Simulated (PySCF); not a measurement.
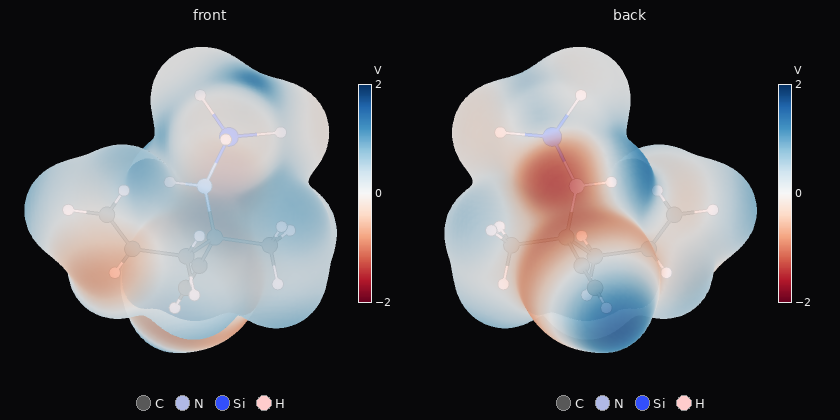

Figure 1: C7H13NSi (SMILES C#C[C@](C)(CC=C)N[SiH3]). The electrostatic potential painted on the density surface at 0.002 e/bohr³, seen from the front and from behind; the colour scale runs from red (negative) to blue (positive).

Geometry: GFN2-xTB.

All numbers below come from PBE0/pcSseg-1, SCF density, gas phase, non-relativistic (PySCF).

```json
{"atom": "C", "x (Å)": "0.4377", "y (Å)": "1.1772", "z (Å)": "-2.8558"}
{"atom": "C", "x (Å)": "0.0200", "y (Å)": "0.8096", "z (Å)": "-1.7962"}
{"atom": "C", "x (Å)": "-0.4641", "y (Å)": "0.3286", "z (Å)": "-0.5047"}
{"atom": "C", "x (Å)": "-1.9653", "y (Å)": "0.6036", "z (Å)": "-0.4140"}
{"atom": "C", "x (Å)": "0.2745", "y (Å)": "1.1022", "z (Å)": "0.6259"}
{"atom": "C", "x (Å)": "1.7454", "y (Å)": "0.8511", "z (Å)": "0.5796"}
{"atom": "C", "x (Å)": "2.3903", "y (Å)": "0.0784", "z (Å)": "1.4344"}
{"atom": "N", "x (Å)": "-0.2041", "y (Å)": "-1.0954", "z (Å)": "-0.4205"}
{"atom": "Si", "x (Å)": "-0.9354", "y (Å)": "-2.2033", "z (Å)": "0.6694"}
{"atom": "H", "x (Å)": "0.7917", "y (Å)": "1.5123", "z (Å)": "-3.7850"}
{"atom": "H", "x (Å)": "-2.4889", "y (Å)": "0.0243", "z (Å)": "-1.1699"}
{"atom": "H", "x (Å)": "-2.3373", "y (Å)": "0.3209", "z (Å)": "0.5671"}
{"atom": "H", "x (Å)": "-2.1625", "y (Å)": "1.6605", "z (Å)": "-0.5793"}
{"atom": "H", "x (Å)": "-0.1342", "y (Å)": "0.7671", "z (Å)": "1.5807"}
{"atom": "H", "x (Å)": "0.0726", "y (Å)": "2.1690", "z (Å)": "0.5041"}
{"atom": "H", "x (Å)": "2.2690", "y (Å)": "1.3159", "z (Å)": "-0.2462"}
{"atom": "H", "x (Å)": "1.8842", "y (Å)": "-0.4003", "z (Å)": "2.2572"}
{"atom": "H", "x (Å)": "3.4491", "y (Å)": "-0.1024", "z (Å)": "1.3564"}
{"atom": "H", "x (Å)": "0.7536", "y (Å)": "-1.2892", "z (Å)": "-0.6759"}
{"atom": "H", "x (Å)": "-0.1597", "y (Å)": "-3.4283", "z (Å)": "0.4961"}
{"atom": "H", "x (Å)": "-2.3386", "y (Å)": "-2.3830", "z (Å)": "0.2887"}
{"atom": "H", "x (Å)": "-0.9085", "y (Å)": "-1.7995", "z (Å)": "2.0872"}
```

Question: Which sites attract a positive test charge, and which a negative one?

Answer: A positive charge is drawn to the negative regions and a negative charge to the positive ones. The most negative region (about −1.3 V) lies over N8, the most positive (about +1.5 V) over H10. N8 is the likeliest acceptor of a hydrogen bond.

Question: How polar is the molecule by this calculation?

Answer: Its dipole moment is 0.73 D.
